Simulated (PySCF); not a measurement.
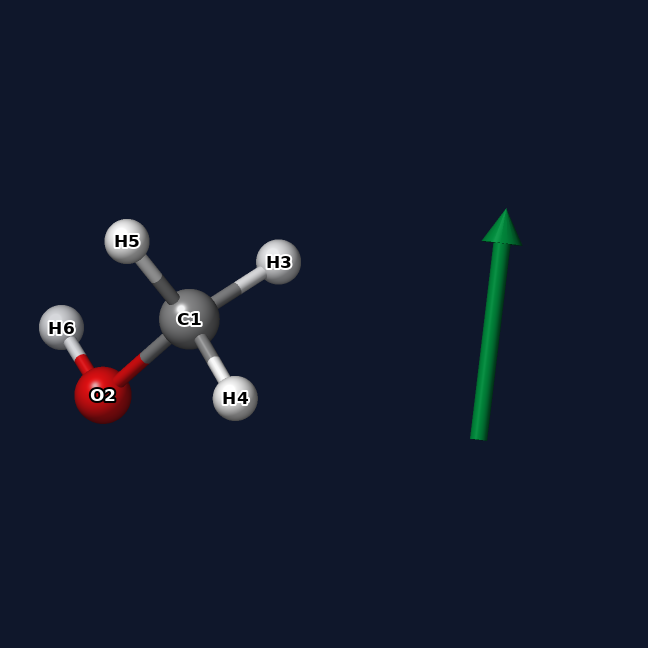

The arrow beside the molecule shows the direction of the dipole moment, from the negative to the positive end (its length means nothing). The geometry was computed by an optimisation with PBE0-D3(BJ)/def2-TZVP. No frequency run is at hand to confirm it as a minimum. Properties computed with PBE0/aug-cc-pVTZ, gas phase (PySCF 2.14.0).

How large is the dipole moment?

Answer. 1.62 D; it points from the side of O2, H4 to the side of H3, H5 (the outermost atoms at the two ends).
